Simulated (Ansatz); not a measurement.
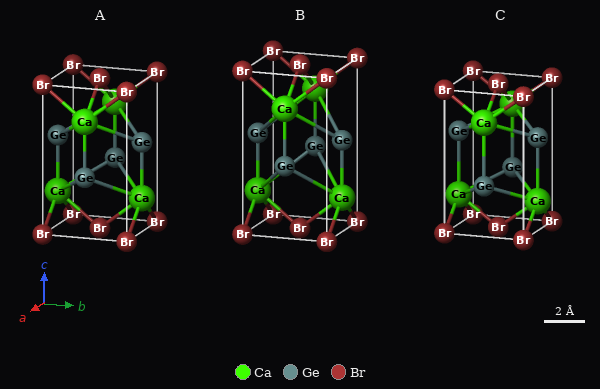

3 geometries from one relaxation of solid CaGeBr (built on the matlockite type) (coarse preliminary run), in shuffled order. The picture is a ball-and-stick view of the cell of the calculation, seen slightly off an axis.

Case: matlockite type (P4/nmm, No. 129).

The calculation used Ansatz 0.2.0, DFT PBE, scalar-relativistic, plane waves, PAW. (plane-wave cutoff 420 eV; k-point mesh 4 × 4 × 2; occupations gaussian; smearing width 0.1 eV; no spin polarisation; cell and atoms relaxed; force threshold 0.04 eV/Å; at most 70 steps)

Order the frames from highest to lowest energy.

Answer. C, A, B. They are steps 0, 2, 8, at +486 meV per atom, +62.4 meV per atom relative to the last. The energy falls by 486 meV per atom in 6 accepted moves (8 points after the start). Largest force component: 2.5 eV/Å at the start, 0.019 eV/Å at the end. Pressure: 14.41 GPa at the start and −0.09 GPa at the end. The SCF was repeated twice at an unchanged geometry on a basis and grid sized afresh for the cell, which shifted the energy by 3.1 meV per atom at most. The largest moves relative to the cell, 0.76 Å, are those of Ge atoms. Largest moves by element: Ge 0.76 Å, Ca 0.03 Å. Br stays in place. The volume changes by +29.8 %, with a = b 4.289 → 4.578 Å (+6.7 %), c 7.549 → 8.603 Å (+14.0 %). Some distances before and after: Ca–Ge 3.227 → 3.801 Å, Ca–Ge 3.344 → 3.021 Å, Br–Ca 2.647 → 2.909 Å. Bond angles that change, for instance: Br–Ca–Br 108.2° → 103.8°, Ca–Br–Ca 108.2° → 103.8°, Ca–Br–Ca 110.1° → 112.4°. The space group stays P4/nmm (No. 129).

Limits of the set-up: the k-point mesh is coarse for a cell with partly filled bands.
